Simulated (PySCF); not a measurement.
**NbHClO2F (SMILES [O]=[Nb]([OH])([F])[Cl]) at 6 levels**

We compute a comparison of 6 runs (HF/STO-3G, HF/3-21G, HF/def2-SVP, BP86/STO-3G, r2SCAN/3-21G, PBE0/def2-SVP) of NbHClO2F. 

Program for the calculation: PySCF 2.14.0.

## (1) The molecule

NbHClO2F has 6 atoms, charge 0, and is taken as a singlet. As SMILES, `[O]=[Nb]([OH])([F])[Cl]`. The coordinates come from a PBE0-D4/def2-TZVP relaxation. This is one conformer, not always the lowest.

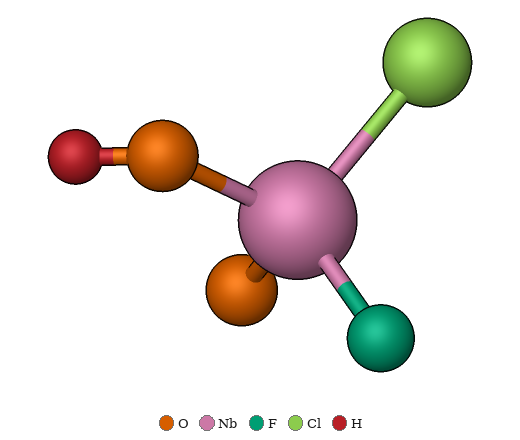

The structure, seen from a chosen angle (oxygen orange, niobium pink, fluorine teal, chlorine green, hydrogen red).

## (2) Energy and gradient at HF/STO-3G (run 1)

Input file job.py:

```python
# [O]=[Nb]([OH])([F])[Cl]
import pyscf.grad
from pyscf import gto, scf

system = gto.M(
    atom='''
O   -1.513100  -0.185700   0.894700
Nb  -0.314600   0.041800  -0.266600
O    1.329400  -0.397000   0.519100
F   -0.669600  -1.089900  -1.703400
Cl  -0.326400   2.247900  -0.902100
H    1.536200  -0.681100   1.412100
''',
    basis='sto-3g',
    verbose=4,
    max_memory=1860,
)

myscf = scf.RHF(system)
myscf.conv_tol = 1e-10
myscf.kernel()
if not myscf.converged:
    myscf = myscf.newton().run(myscf.mo_coeff, myscf.mo_occ)

etot = myscf.e_tot
print('E(%s) = %.9f' % ('HF', etot))
grad = myscf.Gradients().kernel()
myscf.analyze()
```

Command:

```sh
$ OMP_NUM_THREADS=1 python job.py
```

What it wrote:

```text
PySCF version 2.14.0

[... 83 lines left out ...]
One-electron Energy =                -7280.892666237841695
[... 12 lines left out ...]
MO #8   energy= -20.2748536372595  occ= 2
[... 10 lines left out ...]
MO #19  energy= -7.9382343953153   occ= 2
[... 10 lines left out ...]
MO #30  energy= -0.964053238036796 occ= 2
[... 10 lines left out ...]
MO #41  energy= -0.377539225337893 occ= 2
[... 10 lines left out ...]
MO #52  energy= 0.762814678309815  occ= 0
[... 61 lines left out ...]
Dipole moment(X, Y, Z, Debye):  1.31377, -2.54450,  1.41627
```

Run time: 14 s. Hardware: 1 thread of Intel Xeon at 2.50GHz (Skylake/Cascade Lake), shared host; peak memory 0.12 GiB.

## (3) Energy and gradient at HF/3-21G (run 2)

Input file run.py:

```python
from pyscf import gto

mol = gto.M(
    atom='''
O     -2.859345    -0.350922     1.690738
Nb    -0.594508     0.078991    -0.503801
O      2.512202    -0.750221     0.980957
F     -1.265361    -2.059613    -3.218959
Cl    -0.616807     4.247915    -1.704722
H      2.902997    -1.287092     2.668482
''',
    unit='bohr',
    basis='3-21g',
    verbose=3,
    max_memory=1860,
)

mf = mol.RHF()
mf.conv_tol = 1e-10
mf.kernel()
if not mf.converged:
    mf = mf.newton().run(mf.mo_coeff, mf.mo_occ)

energy = mf.e_tot
print('Final energy', energy)
grad = mf.nuc_grad_method().kernel()
mf.analyze()
```

Command:

```sh
$ OMP_NUM_THREADS=1 python run.py
```

What it wrote:

```text
converged SCF energy = -4441.53765287522
[... 18 lines left out ...]
MO #8   energy= -20.5452719126662  occ= 2
[... 13 lines left out ...]
MO #22  energy= -7.96869225937688  occ= 2
[... 13 lines left out ...]
MO #36  energy= -0.573011269674027 occ= 2
[... 13 lines left out ...]
MO #50  energy= 0.0996435490626566 occ= 0
[... 13 lines left out ...]
MO #64  energy= 0.940524707495305  occ= 0
[... 13 lines left out ...]
MO #78  energy= 3.81150765609233   occ= 0
[... 7 lines left out ...]
Dipole moment(X, Y, Z, Debye):  1.96804, -1.73903,  2.04530
```

It took 15 s on 1 thread of Intel Xeon at 2.50GHz (Skylake/Cascade Lake), shared host; peak memory 0.15 GiB.

Runs 3 to 5 aren't shown in full; the table further down has their settings and results.

## (4) Energy and gradient at PBE0/def2-SVP (core potential) (run 6)

Input file calc.py:

```python
# [O]=[Nb]([OH])([F])[Cl]
from pyscf import gto, dft

mol = gto.M(
    atom='''
O   -1.513100  -0.185700   0.894700
Nb  -0.314600   0.041800  -0.266600
O    1.329400  -0.397000   0.519100
F   -0.669600  -1.089900  -1.703400
Cl  -0.326400   2.247900  -0.902100
H    1.536200  -0.681100   1.412100
''',
    basis='def2-svp',
    ecp={'Nb': 'def2-svp'},
    charge=0,
    spin=0,
    verbose=4,
    max_memory=1860,
)

mf = dft.RKS(mol, xc='pbe0')
mf.conv_tol = 1e-10
mf.grids.level = 5
mf.kernel()
if not mf.converged:
    mf = mf.newton().run(mf.mo_coeff, mf.mo_occ)

etot = mf.e_tot
print('E = %.10f Eh' % etot)
grad = mf.nuc_grad_method().kernel()
mf.analyze()
```

Command:

```sh
$ OMP_NUM_THREADS=1 python calc.py
```

What it wrote:

```text
PySCF version 2.14.0

[... 110 lines left out ...]
MO #6   energy= -7.27903415939453  occ= 2
[... 17 lines left out ...]
MO #24  energy= -0.392463284557465 occ= 2
[... 17 lines left out ...]
MO #42  energy= 0.276051693868625  occ= 0
[... 17 lines left out ...]
MO #60  energy= 1.0556572002677    occ= 0
[... 17 lines left out ...]
MO #78  energy= 1.69161862501871   occ= 0
[... 17 lines left out ...]
MO #96  energy= 36.49615739962     occ= 0
[... 105 lines left out ...]
Dipole moment(X, Y, Z, Debye):  2.06745, -0.68491,  1.30082
```

Wall time 2 min (1 thread of Intel Xeon at 2.50GHz (Skylake/Cascade Lake), shared host); peak memory 0.94 GiB.

## (5) The series

| run | level | core potential | integration grid | energy (Eh) | dipole moment (D) | HOMO energy (eV) | LUMO energy (eV) | wall time |
| --- | --- | --- | --- | --- | --- | --- | --- | --- |
| 1 | HF/STO-3G | – | – | -4417.203099 | 3.19 | -9.90 | 5.21 | 14 s |
| 2 | HF/3-21G | – | – | -4441.537653 | 3.33 | -12.96 | 0.52 | 15 s |
| 3 | HF/def2-SVP (core potential) | def2-svp | – | -765.488183 | 2.59 | -13.04 | 1.42 | 30 s |
| 4 | BP86/STO-3G | – | 5 | -4420.992362 | 3.50 | -4.54 | 1.02 | 64 s |
| 5 | r2SCAN/3-21G | – | 5 | -4445.341484 | 3.37 | -8.27 | -3.19 | 96 s |
| 6 | PBE0/def2-SVP (core potential) | def2-svp | 5 | -767.569851 | 2.54 | -9.46 | -2.10 | 2 min |

## (6) Outcome

| quantity | value |
| --- | --- |
| run 6: total energy | -767.56985 Eh |
| run 6: dipole moment | 2.54 D |
| run 6: HOMO energy | -9.46 eV |
| run 6: LUMO energy | -2.10 eV |
| run 6: HOMO–LUMO gap | 7.36 eV |
| run 6: largest force on an atom | 0.277 eV/Å |

**Reading.** The dipole moment (its size) runs from 2.54 D (PBE0/def2-SVP) to 3.50 D (BP86/STO-3G). The two ends differ in method and basis and core potential. The HOMO–LUMO gap runs from 5.08 eV (r2SCAN/3-21G) to 15.11 eV (HF/STO-3G). The two ends differ in method and basis. Totals of different functionals can't be ranked against each other. Some runs of one species differ in core potentials or relativity; totals across that change don't compare. In runs 1, 4 the basis is minimal, so the values are rough. In runs 1, 2, 4, 5 relativity is left out where basis or elements ask for it. All runs together took 5.7 min, the longest 2 min.
